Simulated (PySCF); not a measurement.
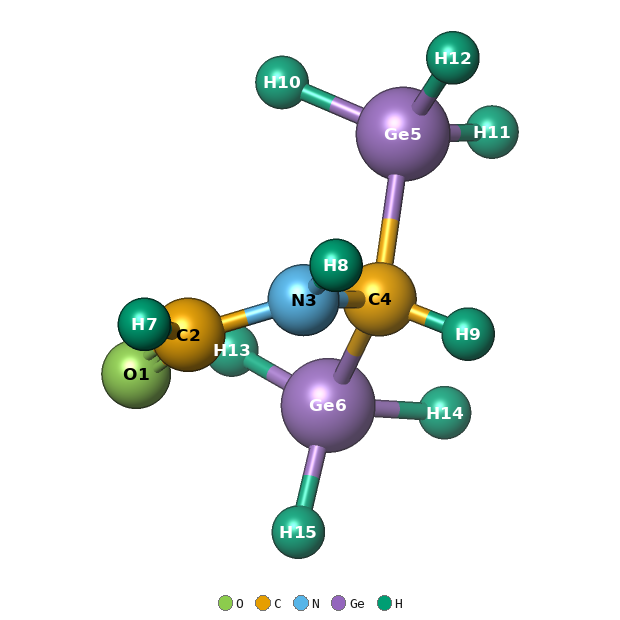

The geometry was computed by an optimisation with PBE0-D3(BJ)/def2-SVP. No frequency run is at hand to confirm it as a minimum. Method: B3LYP/pcJ-1 (pcSseg-1 on Ge) indirect spin-spin coupling, non-relativistic, gas phase (PySCF 2.14.0). Isotopes: 13C, 1H, 15N, 17O.

Give the spin–spin coupling constants of these pairs, with the number of bonds between them: C2/N3, N3/H8, N3/C4, O1/N3, N3/H7, N3/H11, N3/H14.

```
   pair  bonds apart  J (Hz)
 C2, N3            1   −15.5
 N3, H8            1   −94.7
 N3, C4            1    −9.3
 O1, N3            2    −1.0
 N3, H7            2   −19.4
N3, H11            3    −3.8
N3, H14            3    −1.7
```
